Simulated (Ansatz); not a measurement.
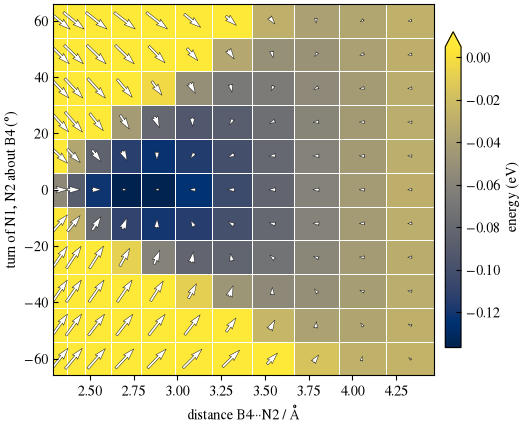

Energy landscape of the pair N₂···BF₃. 
- The turn is about an axis along (0.74, −0.67, −0.07) in the frame of the relaxed pair, normal to the line between the partners.
- Coordinates scanned: (1) distance B4···N2; (2) turn of N1, N2 about B4.
- The grid has 11 × 11 points.
- Energies are in eV, from the two partners far apart, frozen as in the relaxed pair, each in its own basis (no counterpoise correction).
- All numbers below come from Ansatz 0.2.0, RKS PBE0-D4/def2-SVPD.

Drawn: one coloured cell a grid point, arrows along the force (downhill), their lengths compressed, one colour for all values above the top of the scale. 

Where are the wells?

The lowest grid point is at distance B4···N2 = 2.699 Å, turn of N1, N2 about B4 = 0°, −0.14 eV from the two partners far apart, frozen as in the relaxed pair, each in its own basis (no counterpoise correction). It is the only kind of minimum in the scanned range. The highest grid point, distance B4···N2 = 2.328 Å, turn of N1, N2 about B4 = −60°, lies 5.90 eV above the lowest. Round the minimum the two coordinates are nearly uncoupled.

Each point was launched as `ansatz run input.yaml --threads 1 --pin off --max-ram 2560MiB --backend cpu --events-out ev --progress --plain --runs-dir out`. The whole map (121 points run) took 11 min on 1 thread of Arm Neoverse V1 (shared host).
